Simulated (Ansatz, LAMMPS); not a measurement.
# Charge trapping in glassy 68P2O5-32SrO (mol %) (103 atoms)

Aim: add and remove one electron in glassy 68P2O5-32SrO (mol %) (103 atoms), with atoms held and relaxed, and read trapping energy and localisation.

Program: Ansatz 0.2.0. Level of theory: Kohn-Sham DFT, PBE, PAW (set soft_2), plane waves. Results are calculated unless marked as measured.

## Step 1: The structure

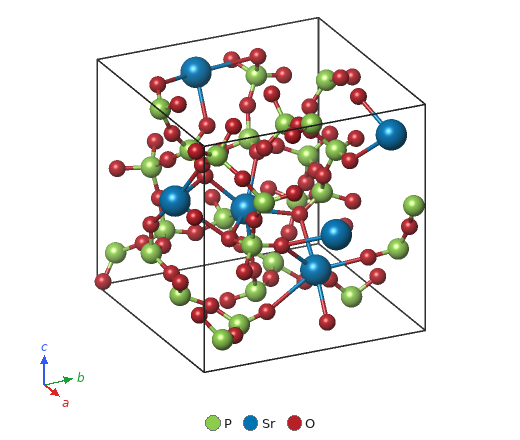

The cell as given, from a free direction (phosphorus green, strontium blue, oxygen red). Bonds to atoms that aren't drawn are left out. Some periodic images of atoms are drawn too.

The cell holds 103 atoms: 26 P, 6 Sr and 71 O. Cell: a = 11.392 Å, b = 11.392 Å, c = 11.392 Å, α = 90.0°, β = 90.0°, γ = 90.0°. 103 atoms (26 P, 6 Sr, 71 O) placed at random at 2.76 g/cm³, melted at 4000 K for 10 ps at fixed volume with the Morse and Coulomb pair potential with partial charges (Pedone, Malavasi, Menziani, Cormack and Segre, J. Phys. Chem. B 110, 11780 (2006)). Quenched from 4000 K to 300 K at 50 K/ps and fixed volume, held 10 ps at zero pressure.

What the set-up can't give: The quench rate of 50 K/ps far exceeds what a furnace or splat quench reaches, so expect more defects and frozen-in strain than in a real sample. The starting topology of bonds comes from the classical model, and needn't be the one that DFT or experiment would give. Only the Γ point is sampled, in a cell whose shortest periodic width is 11 Å.

## Step 2: Single point at the start

The forces at the start show how far the geometry lies from a minimum of this functional.

input.yaml reads:

```yaml
crystal:
  lattice:
    - [11.39152, 0.0, 0.0]
    - [0.0, 11.39152, 0.0]
    - [0.0, 0.0, 11.39152]
  atoms:
    - { symbol: P, position: [0.56763, 0.74253, 0.49309] }
    - { symbol: P, position: [0.7623, 0.17354, 0.83418] }
    - { symbol: P, position: [0.38217, 0.10109, 0.90899] }
    - { symbol: P, position: [0.65025, 0.06062, 0.19543] }
    - { symbol: P, position: [0.40049, 0.0513, 0.28753] }
    - { symbol: P, position: [0.31094, 0.80325, 0.54356] }
    - { symbol: P, position: [0.78813, 0.31865, 0.42065] }
    - { symbol: P, position: [0.9142, 0.31282, 0.65891] }
    - { symbol: P, position: [0.18382, 0.21567, 0.27409] }
    - { symbol: P, position: [0.48172, 0.48424, 0.06971] }
    - { symbol: P, position: [0.25833, 0.56108, 0.64379] }
    - { symbol: P, position: [0.41079, 0.83776, 0.91078] }
    - { symbol: P, position: [0.85318, 0.94788, 0.31386] }
    - { symbol: P, position: [0.99667, 0.08494, 0.12759] }
    - { symbol: P, position: [0.98038, 0.95724, 0.55206] }
    - { symbol: P, position: [0.92011, 0.52474, 0.97138] }
    - { symbol: P, position: [0.66642, 0.52962, 0.87199] }
    - { symbol: P, position: [0.19153, 0.81019, 0.29933] }
    - { symbol: P, position: [0.79312, 0.25868, 0.08291] }
    - { symbol: P, position: [0.27896, 0.66142, 0.08498] }
    - { symbol: P, position: [0.13189, 0.65532, 0.85802] }
    - { symbol: P, position: [0.18827, 0.48373, 0.27848] }
    - { symbol: P, position: [0.12694, 0.18293, 0.53884] }
    - { symbol: P, position: [0.68774, 0.74715, 0.72436] }
    - { symbol: P, position: [0.65065, 0.83492, 0.04549] }
    - { symbol: P, position: [0.35004, 0.25093, 0.68706] }
    - { symbol: Sr, position: [0.56832, 0.07714, 0.57783] }
    - { symbol: Sr, position: [0.18491, 0.35722, 0.94802] }
    - { symbol: Sr, position: [0.5112, 0.42585, 0.45606] }
    - { symbol: Sr, position: [0.95674, 0.61831, 0.47807] }
    - { symbol: Sr, position: [0.92694, 0.88144, 0.85946] }
    - { symbol: Sr, position: [0.77398, 0.61394, 0.25165] }
    - { symbol: O, position: [0.29025, 0.5119, 0.35675] }
    - { symbol: O, position: [0.24446, 0.74875, 0.18882] }
    - { symbol: O, position: [0.75696, 0.25003, 0.94902] }
    - { symbol: O, position: [0.73656, 0.01975, 0.29278] }
    - { symbol: O, position: [0.52761, 0.08078, 0.24071] }
    - { symbol: O, position: [0.21459, 0.54752, 0.16216] }
    - { symbol: O, position: [0.25246, 0.68734, 0.58782] }
    - { symbol: O, position: [0.30238, 0.35054, 0.75835] }
    - { symbol: O, position: [0.09189, 0.16307, 0.19298] }
    - { symbol: O, position: [0.65059, 0.95359, 0.11371] }
    - { symbol: O, position: [0.24221, 0.20223, 0.61264] }
    - { symbol: O, position: [0.98068, 0.40973, 0.96455] }
    - { symbol: O, position: [0.79575, 0.52553, 0.9185] }
    - { symbol: O, position: [0.65509, 0.43917, 0.77858] }
    - { symbol: O, position: [0.91347, 0.96967, 0.43187] }
    - { symbol: O, position: [0.39719, 0.59259, 0.07395] }
    - { symbol: O, position: [0.94945, 0.43179, 0.69277] }
    - { symbol: O, position: [0.83589, 0.82091, 0.29416] }
    - { symbol: O, position: [0.36988, 0.15991, 0.78476] }
    - { symbol: O, position: [0.20533, 0.34501, 0.24837] }
    - { symbol: O, position: [0.41271, 0.04322, 0.42098] }
    - { symbol: O, position: [0.00784, 0.60376, 0.8903] }
    - { symbol: O, position: [0.30424, 0.14995, 0.26549] }
    - { symbol: O, position: [0.90354, 0.00392, 0.64811] }
    - { symbol: O, position: [0.83139, 0.30804, 0.55244] }
    - { symbol: O, position: [0.09468, 0.7284, 0.32936] }
    - { symbol: O, position: [0.27043, 0.14299, 0.96627] }
    - { symbol: O, position: [0.5356, 0.84174, 0.96896] }
    - { symbol: O, position: [0.58112, 0.50824, 0.97668] }
    - { symbol: O, position: [0.80035, 0.05999, 0.88984] }
    - { symbol: O, position: [0.01759, 0.833, 0.56809] }
    - { symbol: O, position: [0.45283, 0.26846, 0.60924] }
    - { symbol: O, position: [0.40784, 0.76325, 0.80586] }
    - { symbol: O, position: [0.70258, 0.17426, 0.14851] }
    - { symbol: O, position: [0.15027, 0.2085, 0.40564] }
    - { symbol: O, position: [0.87399, 0.24313, 0.35111] }
    - { symbol: O, position: [0.28575, 0.91313, 0.61056] }
    - { symbol: O, position: [0.63049, 0.86492, 0.73243] }
    - { symbol: O, position: [0.81832, 0.74694, 0.7279] }
    - { symbol: O, position: [0.66464, 0.2757, 0.41084] }
    - { symbol: O, position: [0.91877, 0.59567, 0.08006] }
    - { symbol: O, position: [0.36435, 0.94292, 0.22815] }
    - { symbol: O, position: [0.38432, 0.96732, 0.89124] }
    - { symbol: O, position: [0.19728, 0.58424, 0.76425] }
    - { symbol: O, position: [0.9234, 0.01513, 0.2205] }
    - { symbol: O, position: [0.52781, 0.45145, 0.18684] }
    [... 19 atom lines left out ...]
    - { symbol: O, position: [0.40125, 0.39579, 0.01454] }
    - { symbol: O, position: [0.61235, 0.85938, 0.44887] }
    - { symbol: O, position: [0.18448, 0.46911, 0.58084] }
    - { symbol: O, position: [0.65014, 0.65166, 0.81505] }
    - { symbol: O, position: [0.6588, 0.15653, 0.75856] }
    - { symbol: O, position: [0.13567, 0.92813, 0.28028] }
kpoints:
  mp_grid: { grid: [1, 1, 1] }
hamiltonian:
  xc: pbe
scf:
  occupations: { method: fermi_dirac, width: 0.025 }
output:
  forces: true
```

The run is started by

```bash
$ ansatz run input.yaml --threads 4 --pin off --max-ram 8192MiB --backend cpu --events-out ev --progress --plain --runs-dir out
```

Numbers of over 12 decimals in the logs are rounded to 6 here.

Log:

```text
[...]
Pseudopotentials: kind: paw
Pseudopotential: P, paw, valence charge 5, recommended cutoff 420 eV (normal), P.paw.azcp
Pseudopotential: Sr, paw, valence charge 10, recommended cutoff 420 eV (normal), Sr.paw.azcp
Pseudopotential: O, paw, valence charge 6, recommended cutoff 420 eV (normal), O.paw.azcp
[... 5 lines on functional and potentials left out ...]
Crystal: 103 atoms, lattice volume = 1478.240 Å³
Basis set: ecut = 420 eV, 28887 PW (Γ), exchange–correlation on 160×160×160 points (8 copies of the dense FFT grid, shifted against one another)
Bands: 411, of which v1, the nominal top of the filled ones, is band 308 counted from 1 (307 counted from 0)
Symmetry: 1 space group operations
Space group: P1 (ITA 1), of the structure as read, at distance tolerance 1.1e-4 Å
k-points: 1
[... 7 lines on functional and potentials left out ...]
Initial density: superposition of atomic densities (neutral atoms: chi_scale 0, normalization atom), corrected by the library's trained network
Initial wavefunctions: pseudopotential atomic-orbital guess
[...]
SCF iter   1: F=—  HF=-81231.119716 eV  |F-HF|=—  |Δ(HF+E_count)|=         —  Δρ=5.23e-3  dr2=6.78e-1  ethr=1.77e-3  ⟨swp⟩=8.0  Hψ=2335  notcnv=0  defer=80
preconditioner: auto → Resta (q_TF=auto, 2.358 Å⁻¹)  ε∞=3.2  [insulator: Δε(μ)=2.060 eV  Ē_g=16.144 eV  σ=0.025 eV  W_gap=1.00  n_scr=340 (ndim 8)  ℏωp=23.7 eV  f_vac=0.172  D(μ)=0.00/eV (n_scr^D=0)  ε∞_Penn≈3.2]
SCF iter   2: F=—  HF=-81230.948882 eV  |F-HF|=—  |Δ(HF+E_count)|=   1.71e-1  Δρ=2.70e-3  dr2=1.67e-1  ethr=1.10e-4  ⟨swp⟩=3.0  Hψ=719  notcnv=0  defer=97
SCF iter   3: F=—  HF=-81230.907772 eV  |F-HF|=—  |Δ(HF+E_count)|=   4.11e-2  Δρ=1.25e-3  dr2=4.67e-2  ethr=2.70e-5  ⟨swp⟩=3.0  Hψ=585  notcnv=0  defer=43
automatic band count: iteration 3 solves 357 bands in place of 411: the levels show a gap, and the empty bands left out lie too high to hold charge; the band table lists the bands solved (type scf.n_extra_bands for more)
SCF iter   4: F=—  HF=-81230.893779 eV  |F-HF|=—  |Δ(HF+E_count)|=   1.40e-2  Δρ=5.61e-4  dr2=5.07e-3  ethr=7.58e-6  ⟨swp⟩=3.0  Hψ=597  notcnv=0  defer=43
SCF iter   5: F=—  HF=-81230.893158 eV  |F-HF|=—  |Δ(HF+E_count)|=   6.21e-4  Δρ=2.86e-4  dr2=1.12e-3  ethr=8.22e-7  ⟨swp⟩=3.0  Hψ=768  notcnv=0  defer=43
[...]
SCF iter   9: F=—  HF=-81230.893105 eV  |F-HF|=—  |Δ(HF+E_count)|=   1.28e-6  Δρ=5.11e-6  dr2=3.51e-7  ethr=3.43e-10  ⟨swp⟩=3.0  Hψ=691  notcnv=0  defer=43
SCF iter  10: F=-81230.893105 eV  HF=-81230.893105 eV  |F-HF|=2.20e-8  |Δ(HF+E_count)|=   1.38e-7  Δρ=2.72e-6  dr2=9.50e-8  ethr=1.62e-11  ⟨swp⟩=6.0  Hψ=1454  notcnv=0
SCF 1 converged in 10 iterations: F = -81230.893105 eV  dr2 = 9.50e-8
[...]
SCF converged after 10 iterations
Free energy (F): -81230.893105 eV
Harris-Foulkes:  -81230.893105 eV  (|F-HF|=2.20e-8)
Internal energy: -81230.893105 eV  (E = F + TS)
E sigma→0 (E₀):  -81230.893105 eV
Fermi energy:    5.040055 eV
--- Per-component energies (eV) ---
[...]
Σ components = -81230.893105   (vs F -81230.893105, Δ=0.00e0)
--- Forces (eV/Å), atoms counted from 1 ---
  atom   1  P      1.62800702     3.80516118    -0.28859963
  atom   2  P     -0.65761708    -4.50334086     0.21833962
  atom   3  P      2.08744239     3.15456439     4.60998237
  atom   4  P      0.13129286    -1.97550557    -0.98852533
[...]
atom 103  O      0.84983224     1.14003536    -0.68458052
  max |Σ_I F_I| component: 1.04e-4 eV/Å
```

Run time: 12 s. Hardware: 4 threads of Intel Xeon Platinum 8488C (Sapphire Rapids), shared host; peak memory 2 GiB.

The r.m.s. force at the start is 1.7 eV/Å.

## Step 3: Relaxation

The atoms are relaxed in the fixed cell, aiming at the force tolerance of the input.

input.yaml reads:

```yaml
crystal:
  lattice:
    - [11.39152, 0.0, 0.0]
    - [0.0, 11.39152, 0.0]
    - [0.0, 0.0, 11.39152]
  atoms:
    [... the 103 atom lines of step 2 ...]
kpoints:
  mp_grid: { grid: [1, 1, 1] }
hamiltonian:
  xc: pbe
scf:
  occupations: { method: fermi_dirac, width: 0.025 }
output:
  forces: true
relax:
  f_tol: 0.05
  max_steps: 120
```

Log:

```text
[...]
Crystal: 103 atoms, lattice volume = 1478.240 Å³
Basis set: ecut = 420 eV, 28887 PW (Γ), exchange–correlation on 160×160×160 points (8 copies of the dense FFT grid, shifted against one another)
Bands: 411, of which v1, the nominal top of the filled ones, is band 308 counted from 1 (307 counted from 0)
Symmetry: 1 space group operations
[...]
k-points: 1
[...]
SCF iter   1: F=—  HF=-81231.119715 eV  |F-HF|=—  |Δ(HF+E_count)|=         —  Δρ=5.23e-3  dr2=6.78e-1  ethr=1.77e-3  ⟨swp⟩=8.0  Hψ=2335  notcnv=0  defer=80
[...]
SCF iter   7: F=-81230.893093 eV  HF=-81230.893102 eV  |F-HF|=9.72e-6  |Δ(HF+E_count)|=   3.44e-5  Δρ=4.47e-5  dr2=2.46e-5  ethr=1.01e-8  ⟨swp⟩=5.0  Hψ=1333  notcnv=0
SCF 1 converged in 7 iterations: F = -81230.893093 eV  dr2 = 2.46e-5
[...]
relax step   1: F+E_penalty+E_count = -81230.89309252 eV  Δ(F+E_penalty+E_count) = +0.000e0 eV  max|allowed force component| = 5.478e0 eV/Å  Δτ_max = 0.0000 Å  (7 SCF iters, dr2 threshold 6.25e-5 eV, accepted)
[...]
relax step   2: F+E_penalty+E_count = -81236.38794913 eV  Δ(F+E_penalty+E_count) = -5.495e0 eV  max|allowed force component| = 4.389e0 eV/Å  Δτ_max = 0.1950 Å  (7 SCF iters, dr2 threshold 1.00e-4 eV, accepted)
[...]
relax step   3: F+E_penalty+E_count = -81242.17276474 eV  Δ(F+E_penalty+E_count) = -5.785e0 eV  max|allowed force component| = 1.956e0 eV/Å  Δτ_max = 0.1947 Å  (7 SCF iters, dr2 threshold 1.00e-4 eV, accepted)
relax step   4: F+E_penalty+E_count = -81243.98339926 eV  Δ(F+E_penalty+E_count) = -1.811e0 eV  max|allowed force component| = 1.105e0 eV/Å  Δτ_max = 0.1948 Å  (6 SCF iters, dr2 threshold 1.00e-4 eV, accepted)
relax step   5: F+E_penalty+E_count = -81245.46292174 eV  Δ(F+E_penalty+E_count) = -1.480e0 eV  max|allowed force component| = 9.528e-1 eV/Å  Δτ_max = 0.1976 Å  (8 SCF iters, dr2 threshold 1.00e-4 eV, accepted)
relax step   6: F+E_penalty+E_count = -81246.13464132 eV  Δ(F+E_penalty+E_count) = -6.717e-1 eV  max|allowed force component| = 8.058e-1 eV/Å  Δτ_max = 0.1942 Å  (7 SCF iters, dr2 threshold 1.00e-4 eV, accepted)
relax step   7: F+E_penalty+E_count = -81246.60694729 eV  Δ(F+E_penalty+E_count) = -4.723e-1 eV  max|allowed force component| = 5.216e-1 eV/Å  Δτ_max = 0.1955 Å  (6 SCF iters, dr2 threshold 1.00e-4 eV, accepted)
relax step   8: F+E_penalty+E_count = -81246.81437698 eV  Δ(F+E_penalty+E_count) = -2.074e-1 eV  max|allowed force component| = 4.535e-1 eV/Å  Δτ_max = 0.2000 Å  (7 SCF iters, dr2 threshold 1.00e-4 eV, accepted)
relax step   9: F+E_penalty+E_count = -81247.01786025 eV  Δ(F+E_penalty+E_count) = -2.035e-1 eV  max|allowed force component| = 7.146e-1 eV/Å  Δτ_max = 0.1721 Å  (7 SCF iters, dr2 threshold 8.62e-5 eV, accepted)
relax step  10: F+E_penalty+E_count = -81247.19563519 eV  Δ(F+E_penalty+E_count) = -1.778e-1 eV  max|allowed force component| = 7.672e-1 eV/Å  Δτ_max = 0.1525 Å  (6 SCF iters, dr2 threshold 1.00e-4 eV, accepted)
relax step  11: F+E_penalty+E_count = -81247.44450361 eV  Δ(F+E_penalty+E_count) = -2.489e-1 eV  max|allowed force component| = 6.800e-1 eV/Å  Δτ_max = 0.2000 Å  (6 SCF iters, dr2 threshold 1.00e-4 eV, accepted)
relax step  12: F+E_penalty+E_count = -81247.60535189 eV  Δ(F+E_penalty+E_count) = -1.608e-1 eV  max|allowed force component| = 7.033e-1 eV/Å  Δτ_max = 0.1939 Å  (7 SCF iters, dr2 threshold 1.00e-4 eV, accepted)
relax step  13: F+E_penalty+E_count = -81247.75014388 eV  Δ(F+E_penalty+E_count) = -1.448e-1 eV  max|allowed force component| = 6.161e-1 eV/Å  Δτ_max = 0.2000 Å  (7 SCF iters, dr2 threshold 1.00e-4 eV, accepted)
relax step  14: F+E_penalty+E_count = -81247.89118749 eV  Δ(F+E_penalty+E_count) = -1.410e-1 eV  max|allowed force component| = 2.112e-1 eV/Å  Δτ_max = 0.2000 Å  (6 SCF iters, dr2 threshold 1.00e-4 eV, accepted)
relax step  15: F+E_penalty+E_count = -81247.94377124 eV  Δ(F+E_penalty+E_count) = -5.258e-2 eV  max|allowed force component| = 2.233e-1 eV/Å  Δτ_max = 0.0959 Å  (7 SCF iters, dr2 threshold 5.24e-6 eV, accepted)
relax step  16: F+E_penalty+E_count = -81247.97338549 eV  Δ(F+E_penalty+E_count) = -2.961e-2 eV  max|allowed force component| = 1.690e-1 eV/Å  Δτ_max = 0.0595 Å  (6 SCF iters, dr2 threshold 5.86e-6 eV, accepted)
relax step  17: F+E_penalty+E_count = -81248.01948886 eV  Δ(F+E_penalty+E_count) = -4.610e-2 eV  max|allowed force component| = 1.973e-1 eV/Å  Δτ_max = 0.1277 Å  (7 SCF iters, dr2 threshold 1.63e-5 eV, accepted)
relax step  18: F+E_penalty+E_count = -81248.05506491 eV  Δ(F+E_penalty+E_count) = -3.558e-2 eV  max|allowed force component| = 2.074e-1 eV/Å  Δτ_max = 0.1351 Å  (7 SCF iters, dr2 threshold 2.23e-5 eV, accepted)
relax step  19: F+E_penalty+E_count = -81248.08861975 eV  Δ(F+E_penalty+E_count) = -3.355e-2 eV  max|allowed force component| = 4.881e-1 eV/Å  Δτ_max = 0.2000 Å  (7 SCF iters, dr2 threshold 4.30e-5 eV, accepted)
relax step  20: F+E_penalty+E_count = -81248.15882506 eV  Δ(F+E_penalty+E_count) = -7.021e-2 eV  max|allowed force component| = 2.577e-1 eV/Å  Δτ_max = 0.0758 Å  (6 SCF iters, dr2 threshold 1.00e-4 eV, accepted)
relax step  21: F+E_penalty+E_count = -81248.18879681 eV  Δ(F+E_penalty+E_count) = -2.997e-2 eV  max|allowed force component| = 1.325e-1 eV/Å  Δτ_max = 0.0310 Å  (6 SCF iters, dr2 threshold 1.85e-5 eV, accepted)
relax step  22: F+E_penalty+E_count = -81248.18366056 eV  Δ(F+E_penalty+E_count) = +5.136e-3 eV  max|allowed force component| = 4.840e-1 eV/Å  Δτ_max = 0.2000 Å  (8 SCF iters, dr2 threshold 4.64e-6 eV, rejected (line search))
relax step  23: F+E_penalty+E_count = -81248.23310051 eV  Δ(F+E_penalty+E_count) = -4.430e-2 eV  max|allowed force component| = 1.089e-1 eV/Å  Δτ_max = 0.0961 Å  (9 SCF iters, accepted)
relax step  24: F+E_penalty+E_count = -81248.24031436 eV  Δ(F+E_penalty+E_count) = -7.214e-3 eV  max|allowed force component| = 9.645e-2 eV/Å  Δτ_max = 0.0920 Å  (7 SCF iters, dr2 threshold 3.14e-6 eV, accepted)
relax step  25: F+E_penalty+E_count = -81248.22558434 eV  Δ(F+E_penalty+E_count) = +1.473e-2 eV  max|allowed force component| = 1.966e-1 eV/Å  Δτ_max = 0.1500 Å  (7 SCF iters, dr2 threshold 6.29e-6 eV, rejected (line search))
relax step  26: F+E_penalty+E_count = -81248.25062130 eV  Δ(F+E_penalty+E_count) = -1.031e-2 eV  max|allowed force component| = 9.440e-2 eV/Å  Δτ_max = 0.0531 Å  (9 SCF iters, accepted)
relax step  27: F+E_penalty+E_count = -81248.25164794 eV  Δ(F+E_penalty+E_count) = -1.027e-3 eV  max|allowed force component| = 5.880e-2 eV/Å  Δτ_max = 0.0254 Å  (6 SCF iters, dr2 threshold 6.99e-6 eV, accepted)
relax step  28: F+E_penalty+E_count = -81248.24590613 eV  Δ(F+E_penalty+E_count) = +5.742e-3 eV  max|allowed force component| = 1.060e-1 eV/Å  Δτ_max = 0.0666 Å  (9 SCF iters, rejected (line search))
[...]
relax step  29: F+E_penalty+E_count = -81248.25578810 eV  Δ(F+E_penalty+E_count) = -4.140e-3 eV  max|allowed force component| = 3.995e-2 eV/Å  Δτ_max = 0.0283 Å  (9 SCF iters, accepted)
SCF converged after 9 iterations
Free energy (F): -81248.255788 eV
[...]
Internal energy: -81248.255788 eV  (E = F + TS)
E sigma→0 (E₀):  -81248.255788 eV
Fermi energy:    5.281404 eV
[...]
--- Forces (eV/Å), atoms counted from 1 ---
  atom   1  P      0.00589323     0.01320455     0.00641240
  atom   2  P     -0.00921732     0.00522237    -0.00211571
  atom   3  P      0.00507954     0.00013473    -0.00649329
  atom   4  P      0.00572616    -0.00037076    -0.00190762
  atom   5  P      0.01968992     0.00191039     0.00819223
  atom   6  P     -0.00367244     0.00211191    -0.00880691
  atom   7  P     -0.00350461     0.00651436    -0.00545247
  atom   8  P     -0.01168665     0.00517597    -0.00432759
  atom   9  P      0.01498478    -0.00460230     0.00405571
  atom  10  P     -0.01361104    -0.00582128    -0.00999811
  atom  11  P     -0.00118507     0.00103283    -0.00825752
  atom  12  P     -0.00549951    -0.00681277     0.01066877
  atom  13  P      0.00490863    -0.01064406     0.00439418
  atom  14  P      0.00238964    -0.00140097     0.00305633
[...]
atom 102  O      0.00612275    -0.00077868     0.00188795
  atom 103  O     -0.00614736    -0.00233473    -0.00163528
  max |Σ_I F_I| component: 2.85e-5 eV/Å
--- Relaxed structure (29 steps of the walk, 26 accepted, 0 SCFs on fresh bases) ---
  F+E_penalty+E_count = -81248.25578810 eV   max|allowed force component| = 3.995e-2 eV/Å
  atoms:
    - { symbol: P, position: [0.580562, 0.746377, 0.484311] }
    - { symbol: P, position: [0.796508, 0.175223, 0.817990] }
    - { symbol: P, position: [0.362398, 0.097796, 0.921247] }
    - { symbol: P, position: [0.640170, 0.059795, 0.195143] }
[...]
- { symbol: O, position: [0.183463, 0.913128, 0.256919] }
```

It took 3.7 min on 4 threads; peak memory 2 GiB.

The relaxation converged after 29 steps, 17.4 eV below its start, with a largest force component of 0.040 eV/Å.

(Continued in part 2 of 4.)

[Logs are printed without paths, hosts, clocks, repeated set-up lines and the standing remarks that a program may print on its own settings, such as how far it seeks lower states.]

[Hosts, paths, dates, database ids (printed as entryN), source tags and the programs' standing remarks are cut or masked in the printed files.]
